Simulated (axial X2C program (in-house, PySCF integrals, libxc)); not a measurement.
# Linear GeSH at several levels

How do method and spin–orbit coupling move the bonds and stretches of GeSH, held linear?

Program: an in-house X2C program for linear molecules on PySCF integrals. Level of theory: all-electron X2C, two-component (2c) or spin-free, Ge dyall-v3z, S dyall-av3z, H dyall-v3z. These are calculated values, not measurements.

All values are calculated.

2 further runs of the same task are left out: 2 set aside as unsound or not needed.

## 1. Input

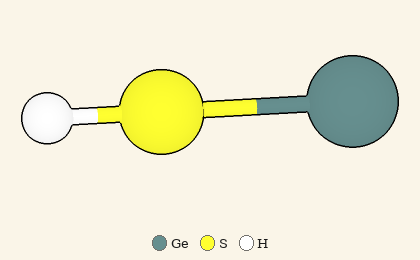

The atoms on one line, bonds 2.240 and 1.340 Å (germanium teal, sulfur yellow, hydrogen white).

Contents of task.json:

```json
{"zs": [32, 16, 1], "q": 0, "bas": ["dyall-v3z", "dyall-av3z", "dyall-v3z"], "r0": [2.24, 1.34], "symm": 0, "scan": ["PBE0", "HF", "r2SCAN"], "levels": ["PBE0", "HF", "B3LYP"], "nst": 2}
```

Keys: zs atomic numbers; q charge; bas basis sets; r0 starting distance in Å; symm equal bonds; scan levels of the two-bond scan (MP2 follows by itself at each HF point); levels methods; nst determinants followed.

Command:

```sh
> python solin.py task.json out
```

Masses Ge 73.921, S 31.972, H 1.008 u.

## 2. Scan at PBE0, 2c

State: Ω = 1/2 (beyond evenly filled blocks: ω = 1/2). Energies above the lowest point, from the job's result record:

```
r(Ge–S) (Å)  r(S–H) (Å)  E (meV)
     2.1450      1.3094    35.97
     2.1450      1.3430    21.16
     2.1450      1.3766    35.92
     2.2000      1.3094    14.41
     2.2000      1.3430     0.00
     2.2000      1.3766    15.20
     2.2000      1.4102    55.14
     2.2550      1.3094    32.17
     2.2550      1.3430    18.06
     2.2550      1.3766    33.59
     2.3100      1.3430    66.92
     2.3100      1.4102   123.27
```

A quadratic surface with cubic terms in each bond gives the minimum at 2.200 and 1.342 Å, force constants 2.07, 4.22 and coupling 0.03 mdyn/Å.

## 3. Scan at HF, 2c

State: Ω = 1/2 (beyond evenly filled blocks: ω = 1/2). Energies above the lowest point, from the job's result record:

```
r(Ge–S) (Å)  r(S–H) (Å)  E (meV)
     2.1450      1.3094    59.48
     2.1450      1.3430    61.12
     2.1450      1.3766    93.24
     2.2000      1.3094     9.15
     2.2000      1.3430    10.85
     2.2000      1.3766    43.05
     2.2000      1.4102   100.82
     2.2550      1.3094     0.00
     2.2550      1.3430     1.71
     2.2550      1.3766    33.94
     2.3100      1.3430    25.04
     2.3100      1.4102   115.08
```

A quadratic surface with cubic terms in each bond gives the minimum at 2.241 and 1.324 Å, force constants 1.83, 4.71 and coupling 0.00 mdyn/Å.

## 4. Scan at r2SCAN, 2c

State: Ω = 1/2 (beyond evenly filled blocks: ω = 1/2). Energies above the lowest point, from the job's result record:

```
r(Ge–S) (Å)  r(S–H) (Å)  E (meV)
     2.1450      1.3094    33.05
     2.1450      1.3430    16.70
     2.1450      1.3766    29.55
     2.2000      1.3094    15.83
     2.2000      1.3430     0.00
     2.2000      1.3766    13.42
     2.2000      1.4102    51.23
     2.2550      1.3094    36.86
     2.2550      1.3430    21.41
     2.2550      1.3766    35.27
     2.3100      1.3430    72.60
     2.3100      1.4102   125.44
```

A quadratic surface with cubic terms in each bond gives the minimum at 2.195 and 1.344 Å, force constants 2.06, 4.14 and coupling 0.04 mdyn/Å.

## 5. The levels side by side

| level | r(Ge–S) (Å) | r(S–H) (Å) | lower stretch (cm⁻¹) | upper stretch (cm⁻¹) |
| --- | --- | --- | --- | --- |
| PBE0, 2c | 2.200 | 1.342 | 392.9 | 2709.1 |
| HF, 2c | 2.241 | 1.324 | 369.5 | 2862.4 |
| r2SCAN, 2c | 2.195 | 1.344 | 391.6 | 2680.3 |
| MP2, 2c | 2.202 | 1.336 | 399.2 | 2747.8 |
| PBE0, spin-free | 2.199 | 1.341 | 393.6 | 2713.4 |
| HF, spin-free | 2.239 | 1.324 | 371.0 | 2865.3 |
| r2SCAN, spin-free | 2.193 | 1.343 | 391.9 | 2683.6 |
| MP2, spin-free | 2.200 | 1.336 | 400.2 | 2750.4 |

Scans not shown above were run alike.

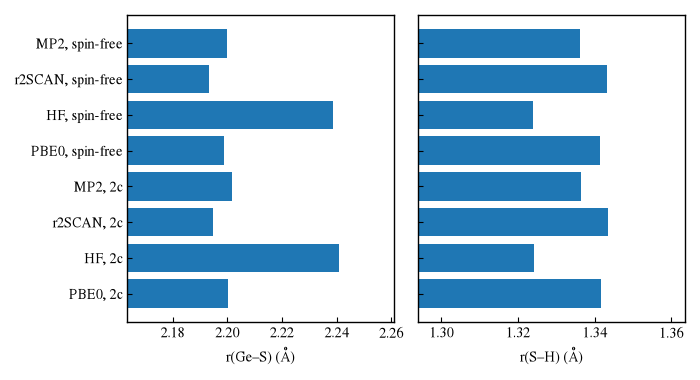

The two bond lengths by level.

In words: Over the levels the Ge–S bond spans 2.193 to 2.241 Å and the S–H bond 1.324 to 1.344 Å. At PBE0 going from spin-free to two-component moves the bonds by +0.002 and +0.000 Å. Each state is one determinant, the lowest of a limited PBE0 search; the stretches come from a fit to few points and are good to some per cent at best. MP2 freezes inner shells (threshold -2 hartree). The molecule was held linear; bending was not examined, so a bent shape may lie lower. Note: functional without a current term on a determinant with orbital currents, of the molecule or an atom.
